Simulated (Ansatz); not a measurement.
## C$_{2}$H$_{7}$FN$_{2}$Si: nudged elastic band (part 2 of 2)

C$_{2}$H$_{7}$FN$_{2}$Si; RKS BLYP-D4/6-31G* (Ansatz 0.2.0). It belongs to a series of runs on one base structure; here: band between the two ends.

Geometry of the input (Å):
```
C  0.5345  -1.8286  0.8501
C  0.3925  -0.4125  0.3308
F  1.0725  0.4545  1.2777
N  0.7399  -0.1153  -1.0503
Si -0.7978  0.5874  -0.7221
N  -1.0212  2.2669  -0.4060
H  1.6026  -2.1156  0.8852
H  0.0043  -2.5341  0.1922
H  0.1238  -1.9133  1.8688
H  1.6989  -0.0269  -1.3991
H  -1.9610  0.1354  -1.5390
H  -1.9143  2.7283  -0.5720
H  -0.4544  2.7390  0.2986
```

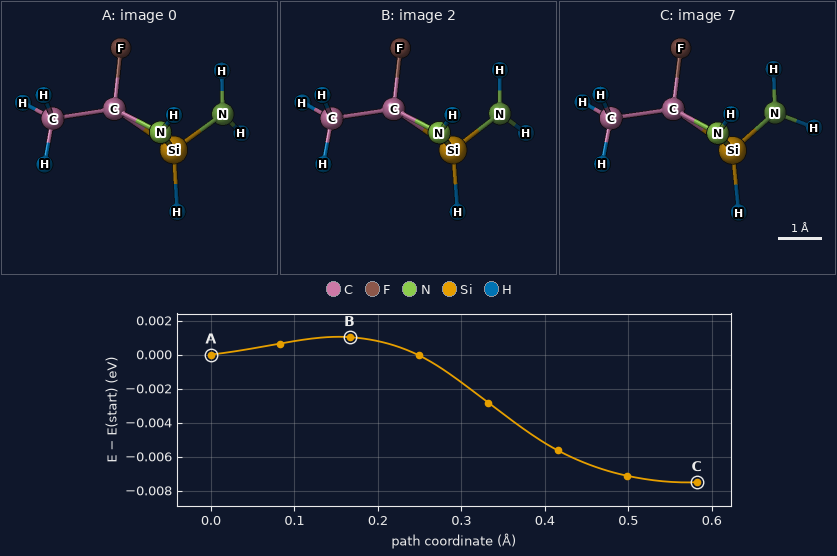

Fig. 1: Images of the last band (counted from 0; ball-and-stick, seen at a tilt) above the energy along the path; the line is a cubic interpolation that uses the forces. The highest image is number 2, 0.001 eV above the start and 0.009 eV above the end; the end lies 0.008 eV below the start. The path is 0.58 Å long. The band converged in 17 iterations.

```
Total energy: -15759.72601406 eV, -579.1592486907 hartree
Atom 0 at     0.546818    -1.825710     0.850089 Å, force     0.001110    -0.003290    -0.000541 eV/Å
Atom 1 at     0.395188    -0.413381     0.323091 Å, force    -0.006813    -0.000692     0.019247 eV/Å
Atom 2 at     1.083112     0.461746     1.257991 Å, force    -0.000521    -0.001856    -0.001386 eV/Å
Atom 3 at     0.726865    -0.124013    -1.063056 Å, force     0.003688     0.001823    -0.015185 eV/Å
Atom 4 at    -0.811120     0.577592    -0.714096 Å, force    -0.001096     0.007083    -0.001332 eV/Å
Atom 5 at    -1.064580     2.233901    -0.330650 Å, force     0.000585     0.022684     0.016177 eV/Å
Atom 6 at     1.616109    -2.109194     0.874119 Å, force     0.000611     0.000935    -0.000295 eV/Å
Atom 7 at     0.011216    -2.536525     0.202589 Å, force    -0.000240     0.000412     0.000298 eV/Å
Atom 8 at     0.148174    -1.905554     1.873990 Å, force    -0.000579     0.000976    -0.000112 eV/Å
Atom 9 at     1.684635    -0.027240    -1.414047 Å, force     0.002512    -0.002042    -0.004476 eV/Å
Atom 10 at    -1.971539     0.133532    -1.537358 Å, force     0.000153    -0.002100    -0.000274 eV/Å
Atom 11 at    -1.862728     2.775953    -0.654317 Å, force     0.002569    -0.015666    -0.007981 eV/Å
Atom 12 at    -0.481750     2.724091     0.346554 Å, force    -0.001982    -0.008267    -0.004139 eV/Å
Dipole moment:    -0.181043     0.222037    -0.141684 e Å
this run last wrote the band of iteration 17 to [file]
```

### The last band as extended XYZ (Å, eV, eV/Å)
```
13
Properties=species:S:1:pos:R:3:forces:R:3 image=0 energy=-15759.72673
C     0.5345   -1.8286    0.8501    0.0006  -0.0019   0.0021
C     0.3925   -0.4125    0.3308   -0.0028   0.0000   0.0057
F     1.0725    0.4545    1.2777   -0.0005  -0.0019  -0.0046
N     0.7399   -0.1153   -1.0503   -0.0081   0.0046   0.0055
Si   -0.7978    0.5874   -0.7221    0.0005  -0.0059  -0.0007
N    -1.0212    2.2669   -0.4060    0.0031   0.0032  -0.0064
H     1.6026   -2.1156    0.8852    0.0004   0.0003  -0.0011
H     0.0043   -2.5341    0.1922   -0.0004   0.0008  -0.0002
H     0.1238   -1.9133    1.8688   -0.0001  -0.0011  -0.0004
H     1.6989   -0.0269   -1.3991    0.0105  -0.0001  -0.0044
H    -1.9610    0.1354   -1.5390    0.0003   0.0019   0.0011
H    -1.9143    2.7283   -0.5720   -0.0039  -0.0001   0.0022
H    -0.4544    2.7390    0.2986    0.0003   0.0001   0.0014
13
Properties=species:S:1:pos:R:3:forces:R:3 image=1 energy=-15759.72608
C     0.5405   -1.8264    0.8513   -0.0009   0.0002   0.0022
C     0.3931   -0.4130    0.3261    0.0027   0.0021  -0.0028
F     1.0774    0.4596    1.2656   -0.0006  -0.0023   0.0007
N     0.7332   -0.1217   -1.0583   -0.0022  -0.0010   0.0030
Si   -0.8034    0.5834   -0.7205    0.0021   0.0050  -0.0030
N    -1.0361    2.2531   -0.3726    0.0065  -0.0019  -0.0029
H     1.6095   -2.1106    0.8812   -0.0002  -0.0005  -0.0004
H     0.0081   -2.5358    0.1996   -0.0008  -0.0005  -0.0006
H     0.1359   -1.9075    1.8728    0.0002  -0.0005  -0.0010
H     1.6917   -0.0323   -1.4093   -0.0012   0.0011   0.0020
H    -1.9646    0.1387   -1.5433   -0.0004  -0.0013   0.0010
H    -1.8910    2.7515   -0.6120   -0.0037  -0.0032   0.0047
H    -0.4739    2.7262    0.3341   -0.0016   0.0029  -0.0030
13
Properties=species:S:1:pos:R:3:forces:R:3 image=2 energy=-15759.72570
C     0.5468   -1.8257    0.8501    0.0011  -0.0033  -0.0005
C     0.3952   -0.4134    0.3231   -0.0068  -0.0007   0.0192
F     1.0831    0.4617    1.2580   -0.0005  -0.0019  -0.0014
N     0.7269   -0.1240   -1.0631    0.0037   0.0018  -0.0152
Si   -0.8111    0.5776   -0.7141   -0.0011   0.0071  -0.0013
N    -1.0646    2.2339   -0.3306    0.0006   0.0227   0.0162
H     1.6161   -2.1092    0.8741    0.0006   0.0009  -0.0003
H     0.0112   -2.5365    0.2026   -0.0002   0.0004   0.0003
H     0.1482   -1.9056    1.8740   -0.0006   0.0010  -0.0001
H     1.6846   -0.0272   -1.4140    0.0025  -0.0020  -0.0045
H    -1.9715    0.1335   -1.5374    0.0002  -0.0021  -0.0003
H    -1.8627    2.7760   -0.6543    0.0026  -0.0157  -0.0080
H    -0.4818    2.7241    0.3466   -0.0020  -0.0083  -0.0041
13
Properties=species:S:1:pos:R:3:forces:R:3 image=3 energy=-15759.72677
C     0.5515   -1.8231    0.8513    0.0044   0.0063   0.0006
C     0.3964   -0.4127    0.3194   -0.0240  -0.0179  -0.0088
F     1.0901    0.4673    1.2433    0.0093   0.0068   0.0053
N     0.7173   -0.1322   -1.0728    0.0004   0.0214  -0.0089
Si   -0.8201    0.5718   -0.7103    0.0080   0.0065   0.0084
N    -1.0918    2.2160   -0.2885   -0.0006  -0.0074   0.0227
H     1.6209   -2.1068    0.8687    0.0004   0.0013   0.0006
H     0.0112   -2.5362    0.2103   -0.0007   0.0011  -0.0006
H     0.1597   -1.8986    1.8781   -0.0004   0.0009   0.0009
H     1.6741   -0.0164   -1.4217   -0.0004  -0.0098  -0.0021
H    -1.9810    0.1302   -1.5331   -0.0010  -0.0049   0.0000
H    -1.8271    2.7942   -0.6891    0.0172  -0.0041  -0.0120
H    -0.4807    2.7116    0.3592   -0.0125  -0.0002  -0.0061
13
Properties=species:S:1:pos:R:3:forces:R:3 image=4 energy=-15759.72956
C     0.5553   -1.8215    0.8468    0.0042   0.0051  -0.0045
C     0.3981   -0.4114    0.3145   -0.0077  -0.0076  -0.0126
F     1.1030    0.4681    1.2304    0.0058   0.0061   0.0062
N     0.7052   -0.1322   -1.0811   -0.0043   0.0127  -0.0017
Si   -0.8305    0.5708   -0.7007    0.0083  -0.0007   0.0036
N    -1.1197    2.2034   -0.2417   -0.0038  -0.0115   0.0284
H     1.6241   -2.1079    0.8542   -0.0039   0.0048  -0.0008
H     0.0067   -2.5340    0.2123    0.0000  -0.0003  -0.0004
H     0.1733   -1.8940    1.8774   -0.0012  -0.0001   0.0033
H     1.6590   -0.0172   -1.4381   -0.0029  -0.0067  -0.0015
H    -1.9939    0.1292   -1.5194   -0.0023  -0.0036   0.0022
H    -1.7835    2.8130   -0.7150    0.0222   0.0026  -0.0171
H    -0.4767    2.6988    0.3753   -0.0145  -0.0008  -0.0051
13
Properties=species:S:1:pos:R:3:forces:R:3 image=5 energy=-15759.73236
C     0.5511   -1.8175    0.8493   -0.0007  -0.0004  -0.0045
C     0.3965   -0.4074    0.3162   -0.0038  -0.0005  -0.0045
F     1.0934    0.4725    1.2379    0.0027   0.0042   0.0021
N     0.7111   -0.1272   -1.0765   -0.0039   0.0034  -0.0018
Si   -0.8319    0.5676   -0.7047    0.0052  -0.0026   0.0027
N    -1.1484    2.1903   -0.2203   -0.0066   0.0029   0.0154
H     1.6200   -2.1023    0.8647    0.0004   0.0025  -0.0003
H     0.0081   -2.5305    0.2106    0.0018   0.0016   0.0008
H     0.1613   -1.8908    1.8770   -0.0003   0.0014   0.0014
H     1.6666   -0.0118   -1.4284   -0.0024  -0.0016  -0.0013
H    -1.9828    0.1200   -1.5372   -0.0024  -0.0025   0.0007
H    -1.7312    2.8241   -0.7650    0.0161  -0.0012  -0.0143
H    -0.4937    2.6782    0.3914   -0.0060  -0.0071   0.0035
13
Properties=species:S:1:pos:R:3:forces:R:3 image=6 energy=-15759.73385
C     0.5474   -1.8136    0.8523   -0.0001   0.0009   0.0008
C     0.3925   -0.4055    0.3147    0.0007  -0.0002  -0.0048
F     1.0858    0.4789    1.2351   -0.0003   0.0002  -0.0020
N     0.7100   -0.1307   -1.0785    0.0013   0.0056   0.0037
Si   -0.8360    0.5642   -0.7103   -0.0010  -0.0069  -0.0007
N    -1.1643    2.1813   -0.2079   -0.0056   0.0015   0.0013
H     1.6166   -2.0968    0.8704    0.0000   0.0017   0.0007
H     0.0067   -2.5289    0.2141    0.0008   0.0012   0.0008
H     0.1555   -1.8843    1.8794   -0.0006   0.0000   0.0010
H     1.6671   -0.0003   -1.4209   -0.0013  -0.0019  -0.0025
H    -1.9782    0.1146   -1.5530   -0.0011  -0.0004  -0.0001
H    -1.6740    2.8370   -0.7993    0.0067   0.0030  -0.0027
H    -0.5086    2.6492    0.4190    0.0005  -0.0048   0.0044
13
Properties=species:S:1:pos:R:3:forces:R:3 image=7 energy=-15759.73423
C     0.5457   -1.8069    0.8556    0.0008   0.0003   0.0014
C     0.3884   -0.4029    0.3084    0.0028  -0.0059   0.0030
F     1.0777    0.4890    1.2251    0.0009   0.0008   0.0011
N     0.7062   -0.1347   -1.0854    0.0011  -0.0008   0.0007
Si   -0.8425    0.5593   -0.7196   -0.0053   0.0054  -0.0048
N    -1.1737    2.1713   -0.1980    0.0047  -0.0009   0.0002
H     1.6162   -2.0849    0.8822   -0.0009  -0.0003  -0.0003
H     0.0122   -2.5283    0.2185    0.0002   0.0008   0.0008
H     0.1477   -1.8727    1.8807    0.0006  -0.0004  -0.0015
H     1.6632    0.0044   -1.4243   -0.0003   0.0008  -0.0001
H    -1.9787    0.1095   -1.5697   -0.0011   0.0007  -0.0002
H    -1.6249    2.8525   -0.8086   -0.0007  -0.0015   0.0007
H    -0.5171    2.6096    0.4502   -0.0028   0.0010  -0.0009
```

### Key numbers

```csv
quantity,value
outcome,converged
"barrier, forward",0.001 eV
"barrier, backward",0.009 eV
wall time,5.7 min (CPU time 11 min)
peak memory,0.17 GiB
```

The order of the saddle point was not checked.
